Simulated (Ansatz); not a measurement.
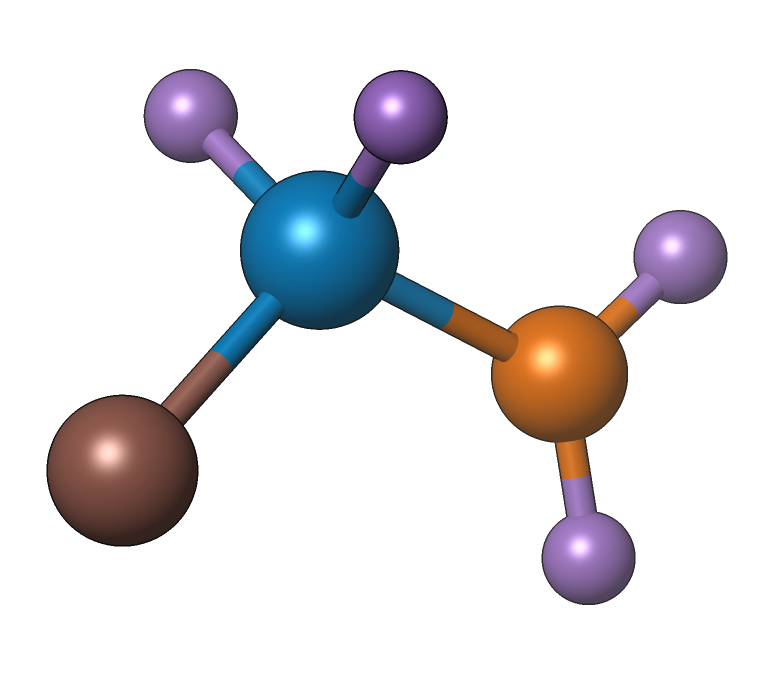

Rendered structure (ball-and-stick style). Every bond is drawn as one stick, whatever its order. Colours: boron orange, silicon blue, chlorine brown, hydrogen purple.

The computed structure is the end point of a PBE0-D4/def2-TZVP optimisation.

What is the molecular formula?

BClH₄Si, 7 atoms: 1 boron, 1 chlorine, 4 hydrogen and 1 silicon.

How many sets of symmetry-equivalent atoms are there?

6: 1 B, 1 Si, 1 Cl, 1 H, 1 H, 2 H.

How many bonds of each kind are drawn?

2 B–H, 2 Si–H, 1 B–Si, 1 Cl–Si.

What is the point group of this geometry?

Cs.

Name some functional groups or characteristic bonds that it holds.

Among them: Si–H bond, B–H bond.

More results for the same structure follow; atom numbers are the same in all pictures, views and colours differ.

**Shape**

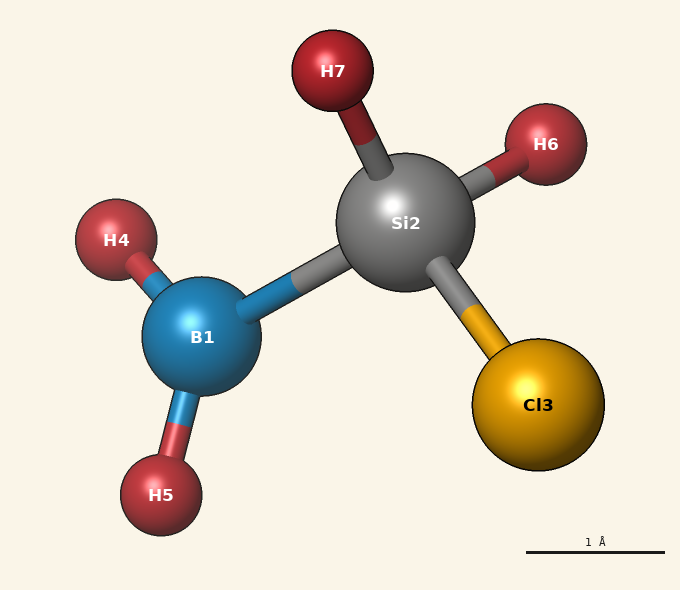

The atoms are numbered.

Which atoms are bonded, and how long are the bonds?

```tsv
bond	length (Å)	order
B1–Si2	2.003	single
B1–H4	1.197	single
B1–H5	1.193	single
Si2–Cl3	2.064	single
Si2–H6	1.488	single
Si2–H7	1.488	single
```

**Vibrations**

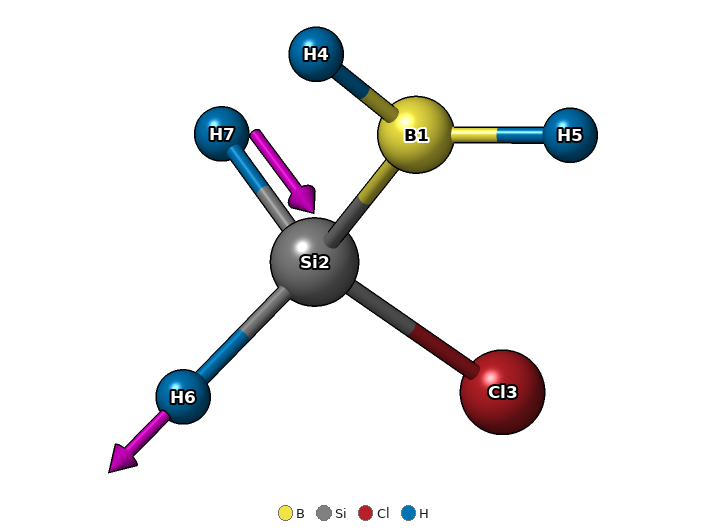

The arrows show one normal mode. Harmonic vibrations computed with RKS PBE0-D4/def2-TZVP (Ansatz 0.2.0) at a stationary point of the same level.

Describe the motion.

Mostly out-of-phase stretching of 2 Si–H bonds.

Estimate its harmonic wavenumber.

2214 cm⁻¹; it is mode 13 of 15 counted from the lowest.

**Electronic properties**

Method: RKS ωB97M-V/def2-TZVPP (Ansatz 0.2.0).

Predict the main results.

- dipole moment: 1.54 D
- HOMO energy (Kohn–Sham orbital): −10.47 eV
- LUMO energy (Kohn–Sham orbital): −0.78 eV
- HOMO–LUMO gap: 9.69 eV
- vertical ionisation energy: 10.67 eV

**Thermal motion**

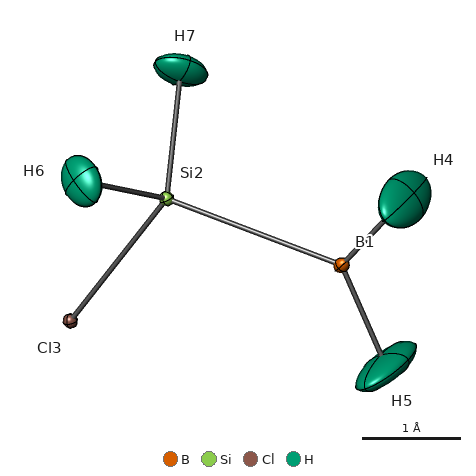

Displacement ellipsoids at the 50 % level, from the internal vibrations of the free molecule (harmonic, no overall translation or rotation; no half-axis is drawn under 0.075 Å). Vibrations computed with RKS PBE0-D4/def2-TZVP (Ansatz 0.2.0). Temperature: 100 K.

Which atom moves most?

H5, with U_eq = 0.0482 Å².

Does H5 move more along its bond or across it?

Across it: the root-mean-square amplitude is 0.087 Å along the bond and up to 0.320 Å across, since bending and torsion are softer than stretching.

Give the displacement parameters, one line for each set of equivalent atoms.

```json
{"atom": "B1", "U_eq (Å²)": "0.0019", "rms amplitudes (Å)": "0.023, 0.037, 0.062"}
{"atom": "Si2", "U_eq (Å²)": "0.00074", "rms amplitudes (Å)": "0.018, 0.024, 0.037"}
{"atom": "Cl3", "U_eq (Å²)": "0.00041", "rms amplitudes (Å)": "0.009, 0.017, 0.029"}
{"atom": "H4", "U_eq (Å²)": "0.0437", "rms amplitudes (Å)": "0.096, 0.166, 0.307"}
{"atom": "H5", "U_eq (Å²)": "0.0482", "rms amplitudes (Å)": "0.086, 0.186, 0.320"}
{"atom": "H6, H7", "U_eq (Å²)": "0.0212", "rms amplitudes (Å)": "0.089, 0.146, 0.186"}
```

**Charges**

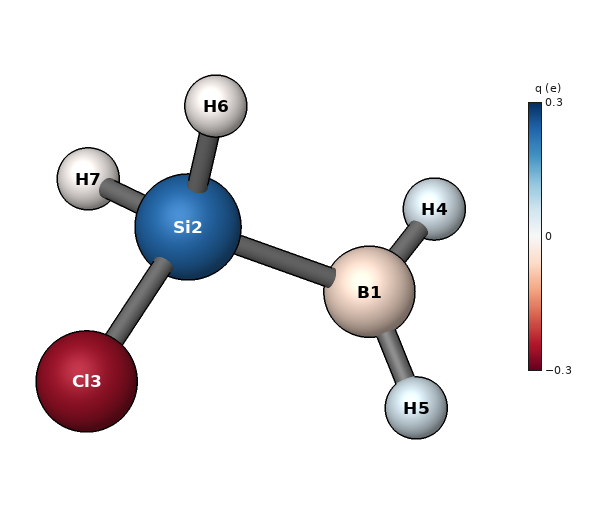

Atoms are coloured by their Mulliken charges. Properties computed with RKS PBE0-D4/def2-TZVP (Ansatz 0.2.0).

List the Mulliken charges.

| atom | value (e) |
| --- | --- |
| B1 | −0.05 |
| Si2 | 0.23 |
| Cl3 | −0.26 |
| H4 | 0.04 |
| H5 | 0.05 |
| H6 | −0.01 |
| H7 | −0.01 |

Mulliken values depend strongly on the basis set and can even reverse the polarity of a bond.
